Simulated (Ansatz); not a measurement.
## Nudged elastic band, with input and output: CH₉BOSi (part 2 of 2)

CH₉BOSi; RHF/6-31G* (Ansatz 0.2.0). It belongs to a series of runs on one base structure; here: band between the two ends.

Geometry of the input (Å):
```
B  0.0347  0.1405  0.3478
C  -0.0246  0.4157  1.9090
H  -0.9261  0.0406  2.3863
H  0.8407  0.0422  2.4520
H  -0.0283  1.4987  2.0484
H  1.0737  0.2054  -0.2323
H  -0.9678  0.1896  -0.3013
O  0.0212  -2.1128  0.4183
Si -0.9664  -3.0889  -0.4998
H  -0.4948  -4.4834  -0.3984
H  -2.3585  -3.0278  -0.0219
H  -0.8794  -2.6117  -1.8827
H  0.2941  -2.4175  1.2735
```

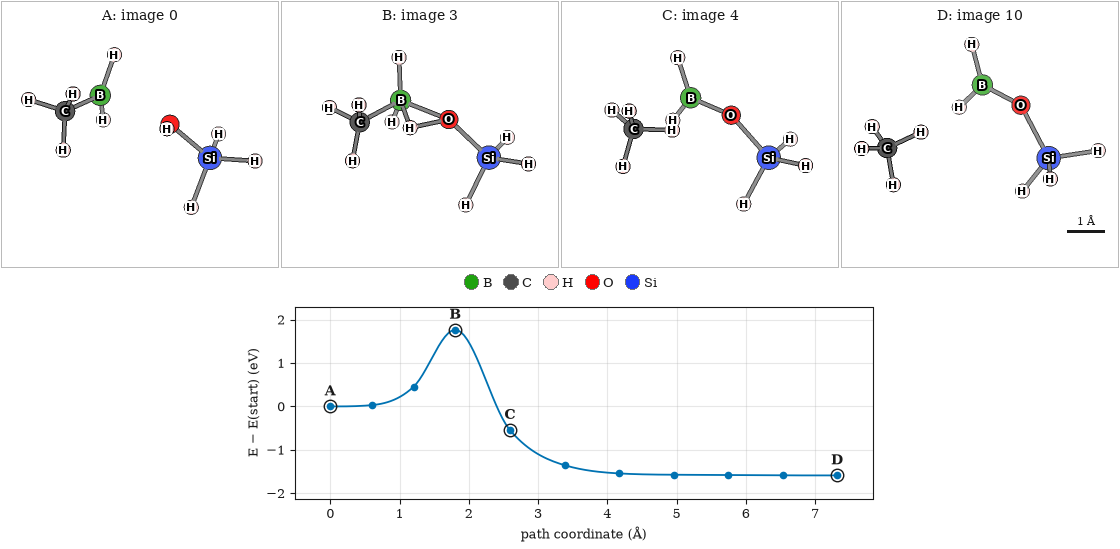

**Figure 1.** Images of the last band (counted from 0; ball-and-stick, seen at a tilt) above the energy along the path; the line is a cubic interpolation that uses the forces. The highest image is number 3, 1.766 eV above the start and 3.355 eV above the end (the climbing image); the end lies 1.589 eV below the start. The path is 7.32 Å long. The band converged in 37 iterations.

```
Total energy: -11742.05342899 eV, -431.5125044657 hartree
Atom 0 at     0.053686    -0.272034     0.181544 Å, force    -0.001016    -0.000692    -0.000847 eV/Å
Atom 1 at    -0.050688    -0.009888     1.954043 Å, force    -0.002685    -0.000505     0.000106 eV/Å
Atom 2 at    -0.945403    -0.281980     2.508898 Å, force     0.000437     0.000536    -0.000730 eV/Å
Atom 3 at     0.826025    -0.182253     2.571319 Å, force     0.000270    -0.000247     0.000866 eV/Å
Atom 4 at    -0.109883     1.060129     1.787529 Å, force     0.001355     0.000041    -0.000058 eV/Å
Atom 5 at     1.073050     0.204454    -0.200031 Å, force    -0.000127    -0.000073    -0.001189 eV/Å
Atom 6 at    -0.979724     0.083535    -0.298335 Å, force    -0.000457     0.000056     0.001038 eV/Å
Atom 7 at     0.152725    -1.855406     0.238972 Å, force    -0.004143    -0.000344     0.001295 eV/Å
Atom 8 at    -0.883401    -2.941759    -0.473302 Å, force     0.001025     0.000118    -0.001278 eV/Å
Atom 9 at    -0.384873    -4.296858    -0.195416 Å, force    -0.000302    -0.000045     0.000224 eV/Å
Atom 10 at    -2.237271    -2.792800     0.091349 Å, force     0.000093    -0.000099    -0.000663 eV/Å
Atom 11 at    -0.919809    -2.697035    -1.922822 Å, force     0.000764    -0.000022    -0.000265 eV/Å
Atom 12 at     0.023965    -1.227806     1.255150 Å, force     0.004785     0.001275     0.001501 eV/Å
Dipole moment:    -0.175908    -0.165112     0.226903 e Å
this run last wrote the band of iteration 37 to [file]
```

**The last band as extended XYZ (Å, eV, eV/Å)**
```
13
Properties=species:S:1:pos:R:3:forces:R:3 image=0 energy=-11743.81953
B     0.0347    0.1405    0.3478   -0.0140  -0.0006   0.0132
C    -0.0246    0.4157    1.9090   -0.0039   0.0026   0.0021
H    -0.9261    0.0406    2.3863    0.0011  -0.0055  -0.0034
H     0.8407    0.0422    2.4520    0.0015   0.0032   0.0009
H    -0.0283    1.4987    2.0484    0.0056   0.0028   0.0013
H     1.0737    0.2054   -0.2323    0.0102  -0.0029  -0.0100
H    -0.9678    0.1896   -0.3013    0.0004   0.0012  -0.0032
O     0.0212   -2.1128    0.4183    0.0093  -0.0067   0.0256
Si   -0.9664   -3.0889   -0.4998   -0.0009  -0.0066   0.0102
H    -0.4948   -4.4834   -0.3984   -0.0048   0.0075  -0.0061
H    -2.3585   -3.0278   -0.0219    0.0030  -0.0044  -0.0037
H    -0.8794   -2.6117   -1.8827    0.0020  -0.0016  -0.0017
H     0.2941   -2.4175    1.2735   -0.0096   0.0110  -0.0250
13
Properties=species:S:1:pos:R:3:forces:R:3 image=1 energy=-11743.78862
B     0.0263   -0.0111    0.3102   -0.0077   0.0344   0.0107
C    -0.0526    0.2671    1.8829   -0.0033   0.0396  -0.0008
H    -0.9376   -0.1543    2.3583   -0.0031   0.0276  -0.0142
H     0.8239   -0.0807    2.4307   -0.0018   0.0253  -0.0147
H    -0.0998    1.3433    2.0393   -0.0022   0.0408   0.0319
H     1.0567    0.1982   -0.2578   -0.0087  -0.0002  -0.0061
H    -0.9771    0.1052   -0.3379   -0.0050   0.0023  -0.0004
O     0.1020   -1.9527    0.3543   -0.0094  -0.0243   0.0164
Si   -0.9437   -2.9758   -0.4694   -0.0054  -0.0046  -0.0001
H    -0.4944   -4.3569   -0.2272   -0.0190  -0.0138  -0.0137
H    -2.3129   -2.8124    0.0399   -0.0145  -0.0114  -0.0175
H    -0.8564   -2.6305   -1.8885    0.0134   0.0133   0.0024
H     0.2840   -2.1490    1.2641    0.0665  -0.1291   0.0062
13
Properties=species:S:1:pos:R:3:forces:R:3 image=2 energy=-11743.36463
B     0.0464   -0.1179    0.2759   -0.0341   0.4181   0.2533
C    -0.0451    0.1274    1.8872   -0.0042   0.3641  -0.1729
H    -0.9292   -0.2551    2.4103    0.0300   0.0544  -0.2580
H     0.8268   -0.1643    2.4811   -0.0131   0.0610  -0.2377
H    -0.1062    1.2039    1.9374   -0.0274   0.3817   0.4052
H     1.0747    0.2072   -0.2354   -0.0208   0.0343  -0.0906
H    -0.9681    0.0982   -0.3285    0.0080   0.0309  -0.0740
O     0.1402   -1.8756    0.2977   -0.0258  -0.0515   0.1518
Si   -0.9103   -2.9555   -0.4650   -0.0405  -0.0416   0.0152
H    -0.4135   -4.3100   -0.1919   -0.0227  -0.0330  -0.0020
H    -2.2561   -2.7855    0.0971   -0.0227  -0.0122   0.0114
H    -0.8964   -2.6714   -1.9017    0.0863   0.0668   0.0508
H     0.0551   -1.7111    1.2348    0.0870  -1.2731  -0.0525
13
Properties=species:S:1:pos:R:3:forces:R:3 image=3 energy=-11742.05343
B     0.0537   -0.2720    0.1815   -0.0010  -0.0007  -0.0008
C    -0.0507   -0.0099    1.9540   -0.0027  -0.0005   0.0001
H    -0.9454   -0.2820    2.5089    0.0004   0.0005  -0.0007
H     0.8260   -0.1823    2.5713    0.0003  -0.0002   0.0009
H    -0.1099    1.0601    1.7875    0.0014   0.0000  -0.0001
H     1.0731    0.2045   -0.2000   -0.0001  -0.0001  -0.0012
H    -0.9797    0.0835   -0.2983   -0.0005   0.0001   0.0010
O     0.1527   -1.8554    0.2390   -0.0041  -0.0003   0.0013
Si   -0.8834   -2.9418   -0.4733    0.0010   0.0001  -0.0013
H    -0.3849   -4.2969   -0.1954   -0.0003   0.0000   0.0002
H    -2.2373   -2.7928    0.0913    0.0001  -0.0001  -0.0007
H    -0.9198   -2.6970   -1.9228    0.0008   0.0000  -0.0003
H     0.0240   -1.2278    1.2551    0.0048   0.0013   0.0015
13
Properties=species:S:1:pos:R:3:forces:R:3 image=4 energy=-11744.36341
B     0.0897   -0.4443   -0.1508    0.1032  -0.4632  -0.8805
C    -0.0623   -0.0632    2.1846   -0.0344  -0.1126   0.5853
H    -0.9690   -0.2348    2.7389   -0.0724   0.1672   0.5787
H     0.8304   -0.1315    2.7826    0.0006   0.1588   0.5483
H    -0.1089    0.9255    1.7390    0.0132  -0.3325  -0.1666
H     1.0800    0.2058   -0.2127    0.0437  -0.0274  -0.0442
H    -0.9759    0.0643   -0.3352    0.0350  -0.0602  -0.1304
O     0.1980   -1.8180   -0.0747    0.1238   0.0856  -0.8011
Si   -0.8855   -2.9525   -0.5568   -0.0188  -0.0421  -0.1940
H    -0.3651   -4.2861   -0.2231    0.0268   0.0127  -0.0131
H    -2.2040   -2.7795    0.0894    0.0746   0.0455   0.0060
H    -1.0123   -2.7767   -2.0068   -0.2317  -0.2506  -0.1979
H     0.0034   -0.9186    1.5245   -0.0637   0.8190   0.7094
13
Properties=species:S:1:pos:R:3:forces:R:3 image=5 energy=-11745.17270
B     0.1163   -0.4526   -0.4153    0.0217  -0.0084  -0.1641
C    -0.0625   -0.0532    2.4233   -0.0097   0.0122   0.1418
H    -0.9528   -0.1479    3.0296   -0.0041   0.0652   0.1648
H     0.8260   -0.0312    3.0393   -0.0168   0.0666   0.1581
H    -0.1185    0.8591    1.8410   -0.0072  -0.0348   0.0549
H     1.1044    0.2049   -0.3516    0.0241  -0.0088  -0.0833
H    -0.9573    0.0670   -0.5108    0.0222  -0.0023  -0.1163
O     0.2211   -1.7974   -0.3845    0.0238   0.0011  -0.1795
Si   -0.9000   -2.9764   -0.6693   -0.0065  -0.0144  -0.0655
H    -0.3243   -4.2675   -0.2702    0.0193   0.0069  -0.0123
H    -2.1367   -2.7336    0.0971    0.0377   0.0324  -0.0029
H    -1.1990   -2.9658   -2.1081   -0.0976  -0.1244  -0.0582
H     0.0017   -0.9152    1.7783   -0.0067   0.0089   0.1625
13
Properties=species:S:1:pos:R:3:forces:R:3 image=6 energy=-11745.36287
B     0.1396   -0.4567   -0.6575   -0.0014   0.0004  -0.0323
C    -0.0527   -0.0289    2.6577   -0.0034   0.0068   0.0353
H    -0.9358   -0.0832    3.2827    0.0019   0.0086   0.0252
H     0.8303    0.0688    3.2770   -0.0036   0.0124   0.0275
H    -0.1286    0.8306    2.0018   -0.0012  -0.0027   0.0188
H     1.1528    0.1646   -0.5921    0.0054  -0.0019  -0.0317
H    -0.9175    0.1003   -0.7249    0.0024   0.0016  -0.0235
O     0.2020   -1.8005   -0.6552    0.0161   0.0048  -0.0186
Si   -0.9303   -2.9990   -0.7657   -0.0159  -0.0124  -0.0218
H    -0.3173   -4.2444   -0.2845    0.0024   0.0044   0.0001
H    -2.1065   -2.6704    0.0593    0.0061   0.0051  -0.0069
H    -1.3438   -3.1558   -2.1700   -0.0123  -0.0220  -0.0051
H     0.0261   -0.9351    2.0703    0.0036  -0.0050   0.0329
13
Properties=species:S:1:pos:R:3:forces:R:3 image=7 energy=-11745.39295
B     0.1246   -0.5066   -0.8954    0.0019  -0.0007   0.0041
C    -0.0111    0.0423    2.8981    0.0032  -0.0004   0.0047
H    -0.9274   -0.0495    3.4691    0.0003   0.0009   0.0007
H     0.8233    0.1933    3.5725   -0.0007   0.0000   0.0052
H    -0.0876    0.8894    2.2262   -0.0036  -0.0011   0.0017
H     1.1414    0.1127   -0.8754    0.0005  -0.0009  -0.0085
H    -0.9315    0.0506   -0.9838    0.0027   0.0015  -0.0015
O     0.1820   -1.8480   -0.8172   -0.0159  -0.0034  -0.0070
Si   -0.9646   -3.0402   -0.8491    0.0092   0.0046  -0.0029
H    -0.3328   -4.2802   -0.3795   -0.0009   0.0017   0.0036
H    -2.0912   -2.6864    0.0320   -0.0004   0.0009  -0.0029
H    -1.4574   -3.2228   -2.2249    0.0011  -0.0050  -0.0010
H     0.1508   -0.8642    2.3263    0.0026   0.0019   0.0039
13
Properties=species:S:1:pos:R:3:forces:R:3 image=8 energy=-11745.40064
B     0.0046   -0.4626   -0.9679   -0.0090   0.0036  -0.0006
C     0.0804    0.0257    2.9566    0.0030  -0.0030   0.0019
H    -0.9574    0.0077    3.2677    0.0011  -0.0008   0.0004
H     0.7192    0.0972    3.8288   -0.0026   0.0031   0.0030
H     0.2507    0.8823    2.3147    0.0001  -0.0011   0.0016
H     0.9978    0.1850   -1.0817    0.0002  -0.0032  -0.0017
H    -1.0648    0.0652   -0.8658    0.0059   0.0004   0.0043
O     0.1041   -1.8029   -0.9587    0.0015   0.0034  -0.0094
Si   -0.9751   -3.0515   -0.8723   -0.0035   0.0014   0.0028
H    -0.3265   -4.1638   -0.1650    0.0009  -0.0016   0.0063
H    -2.1840   -2.6301   -0.1425   -0.0025   0.0006  -0.0064
H    -1.3439   -3.4765   -2.2325    0.0035  -0.0037  -0.0002
H     0.3132   -0.8854    2.4173    0.0014   0.0009  -0.0021
13
Properties=species:S:1:pos:R:3:forces:R:3 image=9 energy=-11745.40749
B    -0.0867   -0.4117   -1.0190    0.0123   0.0045  -0.0026
C     0.1631   -0.0260    2.9766    0.0009  -0.0019  -0.0003
H    -0.9100   -0.0809    3.1172    0.0004  -0.0012  -0.0009
H     0.6519    0.0236    3.9424   -0.0007   0.0001   0.0004
H     0.4079    0.8606    2.4033    0.0001   0.0004   0.0007
H     0.8901    0.2479   -1.1912   -0.0022   0.0020  -0.0009
H    -1.1523    0.1020   -0.8405   -0.0048  -0.0039   0.0019
O     0.0296   -1.7501   -1.0312   -0.0126  -0.0075   0.0018
Si   -0.9994   -3.0311   -0.8625    0.0130   0.0009  -0.0032
H    -0.4483   -3.9398    0.1535   -0.0045   0.0045   0.0037
H    -2.3329   -2.5624   -0.4456   -0.0023   0.0007  -0.0005
H    -1.1009   -3.7346   -2.1504   -0.0007   0.0007  -0.0003
H     0.5062   -0.9073    2.4465    0.0010   0.0006   0.0003
13
Properties=species:S:1:pos:R:3:forces:R:3 image=10 energy=-11745.40861
B    -0.0220   -0.4105   -1.0903    0.0097  -0.0092  -0.0022
C     0.1652   -0.0803    2.9840   -0.0042  -0.0035  -0.0049
H    -0.8070   -0.5239    3.1665    0.0088   0.0045  -0.0030
H     0.6389    0.1516    3.9306    0.0009  -0.0042  -0.0062
H     0.0451    0.8307    2.4091   -0.0031   0.0001   0.0044
H     0.9823    0.1970   -1.2933    0.0018  -0.0007   0.0001
H    -1.0620    0.1570   -0.9279   -0.0130   0.0062   0.0015
O     0.0326   -1.7522   -1.0491   -0.0050  -0.0023   0.0028
Si   -1.0513   -2.9765   -0.8161    0.0042  -0.0049  -0.0052
H    -0.5922   -3.8028    0.3105   -0.0029   0.0073  -0.0025
H    -2.3865   -2.4258   -0.5210    0.0063  -0.0023  -0.0015
H    -1.1101   -3.7956   -2.0369   -0.0010   0.0074   0.0084
H     0.7854   -0.7782    2.4327   -0.0025   0.0016   0.0084
```
